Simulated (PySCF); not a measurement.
## A study: C4H5FO, charge +1, doublet, SMILES `F[C+]1[CH]COC1`

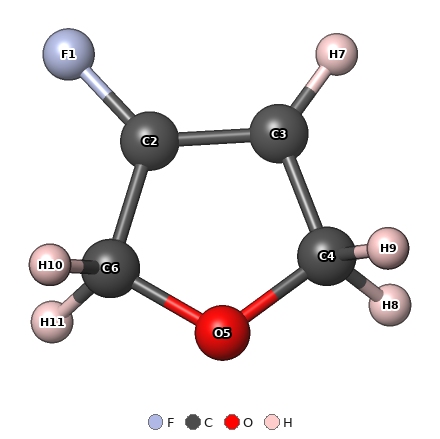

The molecule, with its atoms numbered as below. No frequency check shows the geometry to be a minimum.

Geometry (Å), atoms numbered from 1:

```
F1      -2.0746    0.0796    0.0006
C2      -0.7783    0.0910   -0.0001
C3       0.0492    1.1707   -0.0010
C4       1.4229    0.6546    0.0001
O5       1.3532   -0.7350    0.0003
C6       0.0314   -1.1539   -0.0010
H7      -0.2242    2.2108   -0.0017
H8       2.0273    0.9976   -0.8630
H9       2.0245    0.9985    0.8684
H10     -0.1680   -1.8082    0.8726
H11     -0.1652   -1.8090   -0.8714
```

### 1. Bonding charge

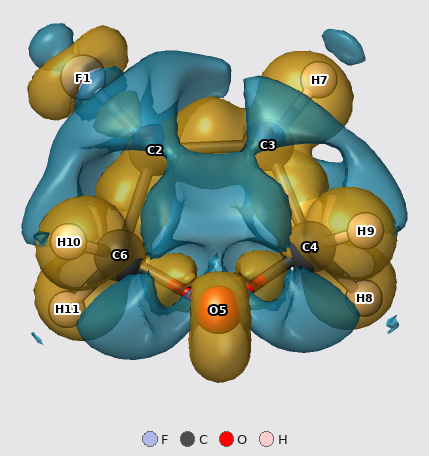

Deformation density (molecule less spherical, spin-averaged free atoms at the same positions), surfaces at ±0.07 e/Å³; yellow: gain, teal: loss.

Computed with PySCF, ωB97X/def2-SVP, geometry: GFN2-xTB. The stability of the open-shell solution wasn't checked. GFN2-xTB doesn't know the spin state, so this open-shell geometry is rough.

> Describe the bonding that the map shows.

C3–H7: +0.79 e/Å³ at the bond critical point (bond length 1.07 Å, Mayer order 1.0). C2–C3: +0.72 e/Å³ at the bond critical point (bond length 1.36 Å, Mayer order 1.5). C6–H11 and C6–H10: +0.70 e/Å³ at the bond critical point (bond length 1.11 Å, Mayer order 0.9). C4–H8 and C4–H9: +0.68 e/Å³ at the bond critical point (bond length 1.11 Å, Mayer order 0.9). C2–C6: +0.58 e/Å³ at the bond critical point (bond length 1.49 Å, Mayer order 1.1). C3–C4: +0.57 e/Å³ at the bond critical point (bond length 1.47 Å, Mayer order 1.1). O5–C6: +0.18 e/Å³ at the bond critical point (bond length 1.39 Å, Mayer order 1.0). C4–O5: +0.16 e/Å³ at the bond critical point (bond length 1.39 Å, Mayer order 1.0). F1–C2: +0.15 e/Å³ at the bond critical point (bond length 1.30 Å, Mayer order 1.3). In all, 2.3 electrons gather in the regions of gain relative to the promolecule of neutral atoms (the regions of loss give up this much and the cation's charge besides).

### 2. Bond critical points

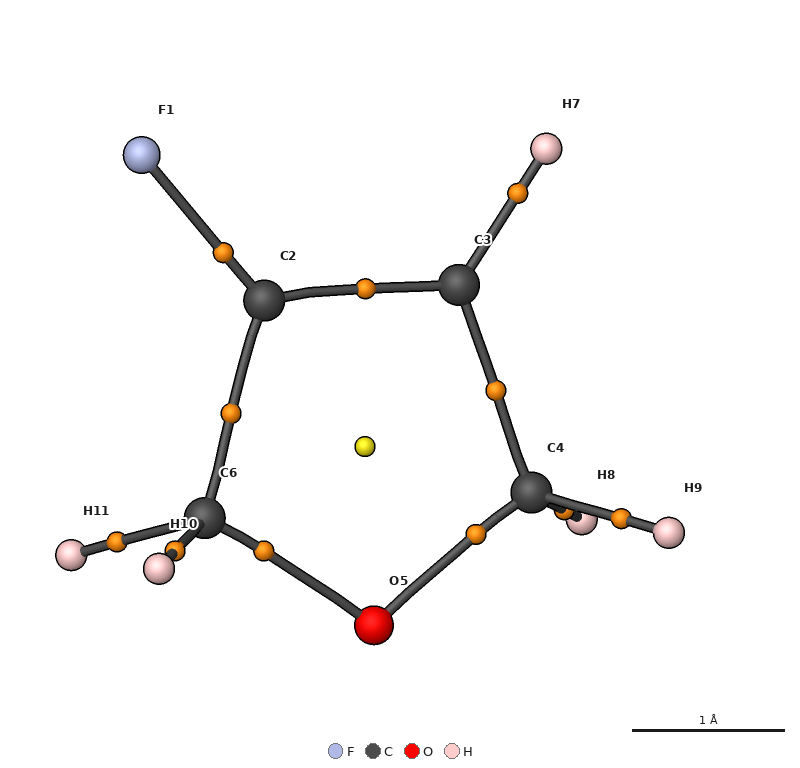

Molecular graph of the electron density (QTAIM): bond paths, bond critical points (orange), ring points (yellow, if any); weak paths are dashed.

> How many critical points of each kind are there, and does the count close?

11 nuclei, 11 bond, 1 ring and 0 cage critical points: 11 − 11 + 1 − 0 = 1, as the Poincaré–Hopf relation requires.

> Give the properties at the bond critical points.

```tsv
bond	length (Å)	ρ (a.u.)	∇²ρ (a.u.)	ε	H (a.u.)
C2–C3	1.360	0.332	−0.91	0.25	−0.345
F1–C2	1.296	0.293	+0.23	0.11	−0.438
C3–H7	1.075	0.289	−1.22	0.00	−0.330
C3–C4	1.467	0.278	−0.69	0.10	−0.242
O5–C6	1.387	0.276	−0.41	0.06	−0.417
C2–C6	1.485	0.275	−0.69	0.14	−0.239
C4–O5	1.391	0.272	−0.40	0.05	−0.408
C6–H11 (2 alike)	1.107	0.269	−1.05	0.05	−0.292
C4–H8 (2 alike)	1.108	0.266	−1.03	0.05	−0.289
```

> What kind of interaction is C6–H11?

Shared-shell (covalent): ρ = 0.269, ∇²ρ = −1.05, H = −0.292 a.u.

### 3. Local ionisation energy

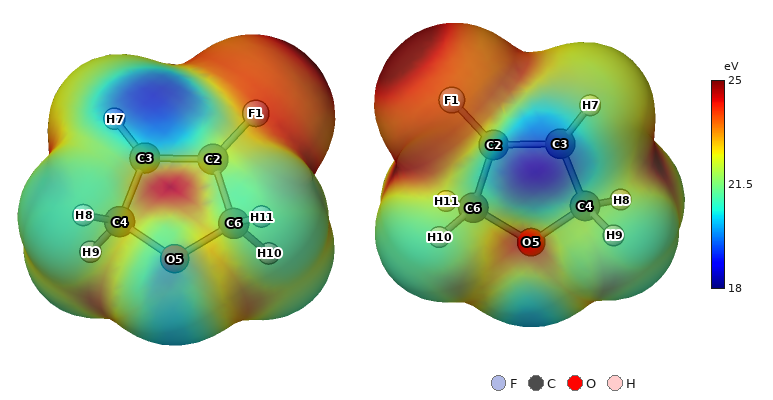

Average local ionisation energy on the surface of electron density 0.001 a.u. (back view left, front view right).

> Where are the most loosely bound electrons on this surface?

The lowest value is 19.0 eV, over C3, off the plane of its three bonds (2.0 Å), and at like points elsewhere. Further minima include 20.2 eV, 1.7 Å from O5, and at like points elsewhere; 20.8 eV, 1.3 Å from H9. For comparison, the highest occupied orbital lies at −15.9 eV.

### 4. Spin density

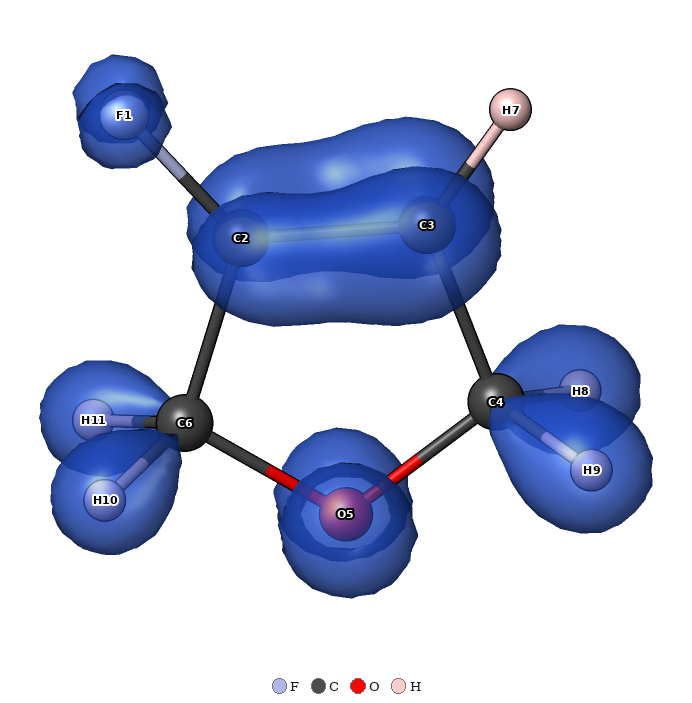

Spin density ρα − ρβ at ±0.05 e/Å³ (blue: excess α, red: excess β).

> How is the spin shared among the atoms?

Hirshfeld spin populations: C3 +0.25, C2 +0.17, O5 +0.16, C4 +0.07 and H8 and H9 +0.07. ⟨S²⟩ = 0.75, as for a pure state.

### 5. In an electric field

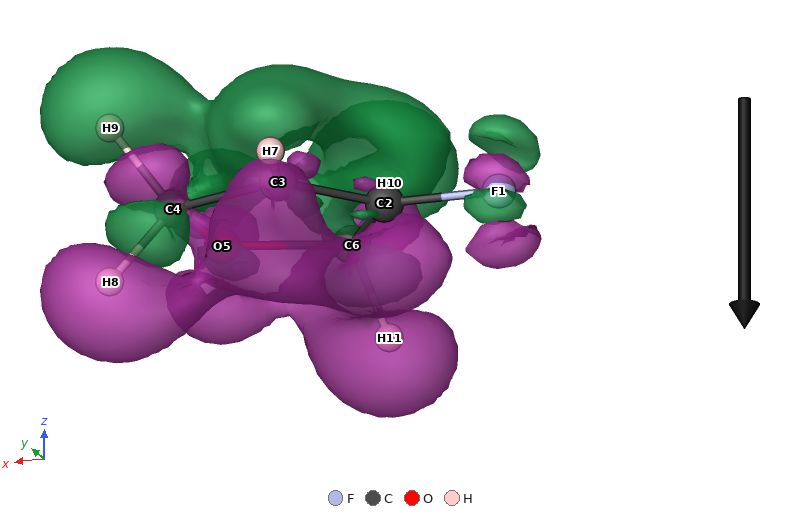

Change of the electron density in a uniform field of 0.26 V/Å along −z (arrow), surfaces at ±0.0015 e/Å³ (green: gain, purple: loss).

Method: PBE0/6-311+G**; geometry: GFN2-xTB; program: PySCF. The basis has diffuse s and p functions alone, which still leaves polarisabilities too small, most of all across bonds. The stability of the open-shell solution wasn't checked. GFN2-xTB doesn't know the spin state, so this open-shell geometry is rough.

> How large is the response?

The induced dipole is 0.40 D (along the field); α along this axis, from the fields in both directions, is 31 bohr³ (4.6 Å³).

> Which atoms gain and lose the most charge?

Electrons gather most on H9 (Hirshfeld charge changes by −0.007 e) and leave H11 most (+0.007 e); 0.046 electrons are displaced in all.

The PySCF runs shown took 17 s and 48 s on 1 thread of Intel(R) Xeon(R) 6975P-C (Granite Rapids), on a shared host.
